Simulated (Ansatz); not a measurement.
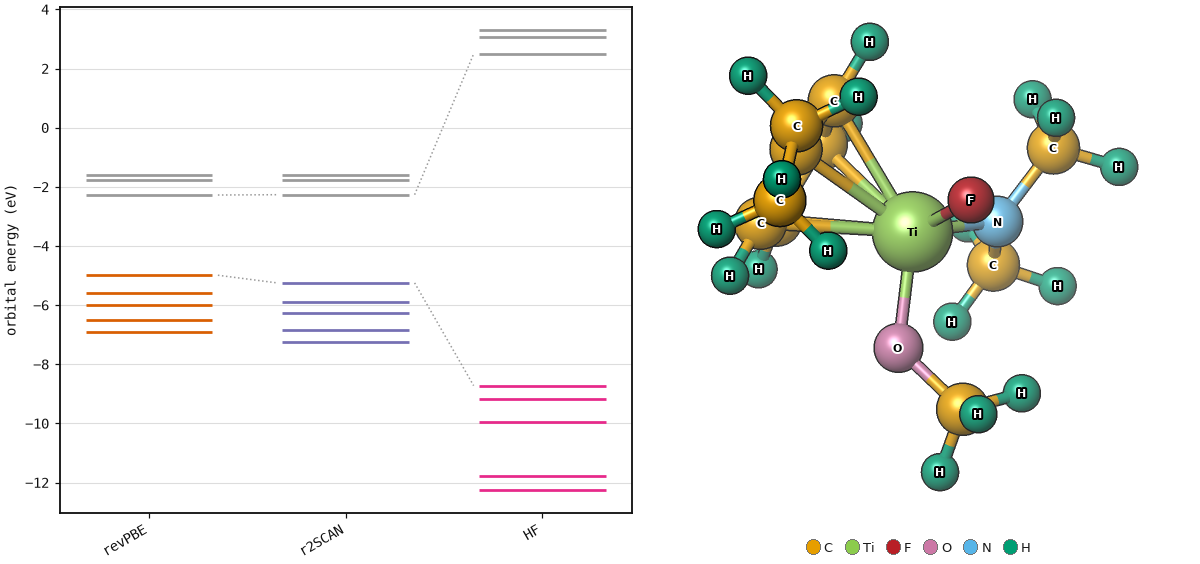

Frontier orbital energies of C₁₀H₁₈FNOTi, SMILES CC[C@]12[C@@H]3[C@@H]4[C@@H]5[C@H]1[Ti]2345([F])([O]C)[N](C)C, singlet at one geometry, def2-TZVPP, the Ansatz code 0.2.0, at a PBE0-D4/def2-TZVP geometry (no frequency check). Empty levels are grey, levels within 0.1 eV stand side by side; all columns show the same few orbitals around the gap. Dotted lines join the HOMOs and the LUMOs.

Question: Compare the HOMO-LUMO separations.

Answer: The separation grows from 2.71 eV (revPBE) to 11.22 eV (HF).

```tsv
level	HOMO (eV)	LUMO (eV)	separation (eV)
revPBE	−4.99	−2.28	2.71
r2SCAN	−5.25	−2.27	2.98
HF	−8.72	2.49	11.22
```

Limits of at least one run: empty levels above zero depend strongly on the basis; one conformer of a flexible molecule.
